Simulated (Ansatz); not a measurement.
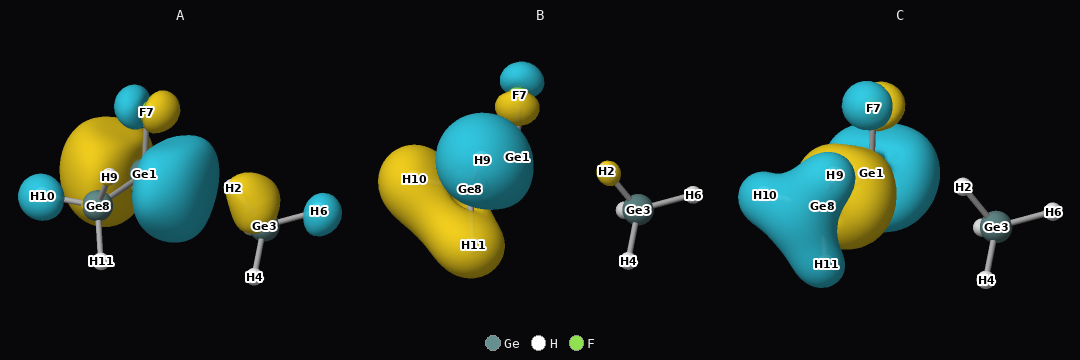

FGe2H3···GeH4. Three frontier orbitals at ±0.08 Å⁻³ᐟ² (yellow and cyan are the two phases), in no order.

Computed with Ansatz 0.2.0, RKS PBE/def2-SVP.

The calculation's input:

```
crystal:
  periodic: [false, false, false]
  atoms:
    - { symbol: Ge, position_ang: [0.0, 0.0, 0.0] }
    - { symbol: H, position_ang: [0.6512, 0.0, 1.6243] }
    - { symbol: Ge, position_ang: [2.5246, 0.0, 0.622] }
    - { symbol: H, position_ang: [3.0101, -1.4611, 0.443] }
    - { symbol: H, position_ang: [2.5923, 0.7367, -0.74] }
    - { symbol: H, position_ang: [3.4349, 0.7244, 1.6462] }
    - { symbol: F, position_ang: [-0.7913, 1.3709, -0.5594] }
    - { symbol: Ge, position_ang: [-1.1304, -1.9584, -0.7992] }
    - { symbol: H, position_ang: [-1.8281, -2.673, 0.3861] }
    - { symbol: H, position_ang: [-2.1918, -1.5497, -1.8522] }
    - { symbol: H, position_ang: [-0.1029, -2.92, -1.4487] }
basis:
  gaussian: { orbitals: def2-SVP }
hamiltonian:
  xc: pbe
relax:
  f_tol: 0.15
  max_steps: 25
  restrain:
    - { distance: [1, 2], at: 1.55, k: 30.0 }
    - { distance: [0, 1], at: 2.75, k: 30.0 }
    - { distance: [0, 2], at: 3.6, k: 30.0 }
output:
  orbitals: {}
```

Run with:

```sh
ansatz run input.yaml --threads 4 --pin off --max-ram 5120MiB --backend cpu --events-out ev --progress --plain --runs-dir out
```

The fields are those of the run's last geometry, not of the input's.

> Order the three orbitals by energy and name them.

B is the HOMO−1 (−7.89 eV). By Hirshfeld shares it lies mainly on Ge8 (about 40 %), H9 (about 30 %), H10 (about 10 %) and H11 (about 10 %). C is the HOMO (−5.39 eV). By Hirshfeld shares it lies mainly on Ge1 (about 45 %), Ge8 (about 30 %) and F7 (about 10 %). A is the LUMO (−3.49 eV). It lies mainly on Ge1 (about 70 %), F7 (about 10 %), Ge8 (about 5 %) and Ge3 (about 5 %).

> What is the HOMO–LUMO gap?

1.90 eV between the orbital energies.
